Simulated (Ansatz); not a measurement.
**BrGaH$_{4}$Se: density, localisation and related maps**

```csv
atom,x (Å),y (Å),z (Å)
Ga,-0.9128,-0.6528,-0.3274
Br,0.9155,-2.1176,-0.3268
H,-1.3183,-0.1443,-1.7482
H,-1.8289,-0.7807,0.9320
H,1.1600,0.8252,1.5109
Se,0.4489,1.5608,0.4573
H,1.5357,1.3094,-0.4979
```

The reactant side of a reaction path; geometry: PBE0-D4/def2-TZVP; a saddle point, not a minimum.

Level of theory: RKS PBE0-D4/def2-TZVPP in Ansatz.

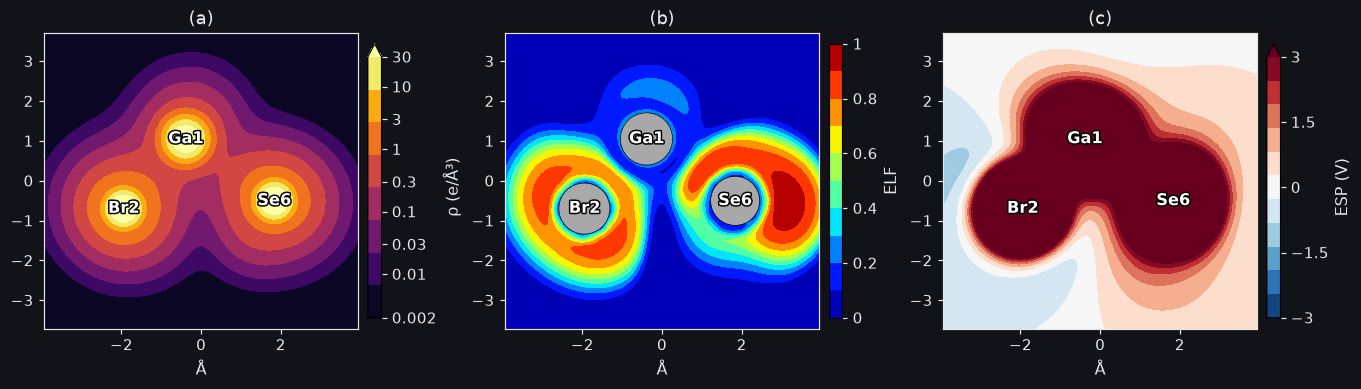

Figure 1. (a) total electron density; (b) ELF; (c) electrostatic potential on the plane of atoms Br2, Ga1 and Se6. Grey discs cover the atomic cores in the ELF map.

> Read the bonding off the picture.

Atoms in the plane: Ga, Br and Se.
Ga–Br (2.34 Å): ρ is about 0.59 e/Å³ halfway; the ELF peaks at about 0.80 in the valence shell of Br, 1.0 Å from its nucleus, and is about 0.65 at the midpoint.
Ga–Se (2.71 Å): ρ is about 0.32 e/Å³ halfway, with its minimum of 0.27 e/Å³ about 1.2 Å from Ga; the ELF peaks at about 0.90 between the atoms: localised, covalent bonding.
The ELF also peaks beside Br2 and Se6, away from the bonds: lone-pair regions.
Outside the dense part of the molecule the potential is most negative (−0.9 V) near Br2.

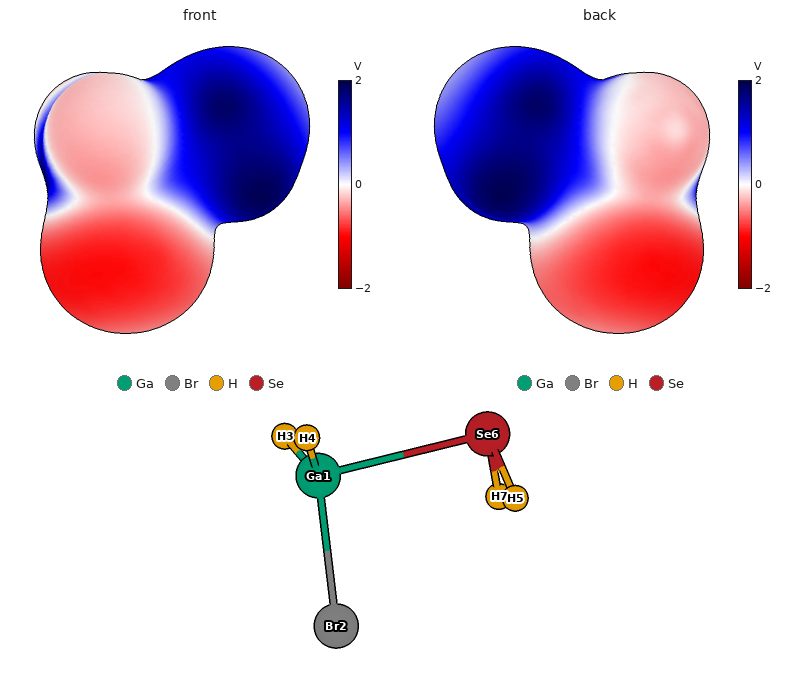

Figure 2. The molecular electrostatic potential painted on the density surface at 0.002 e/bohr³, seen from the front and from behind; red is negative and blue positive. The bare structure is drawn below in the same view.

> Which sites attract a positive test charge, and which a negative one?

A positive charge is drawn to the negative regions and a negative charge to the positive ones. The most negative region (about −1.0 V) lies over Br2, the most positive (about +1.9 V) over H5 and H7.
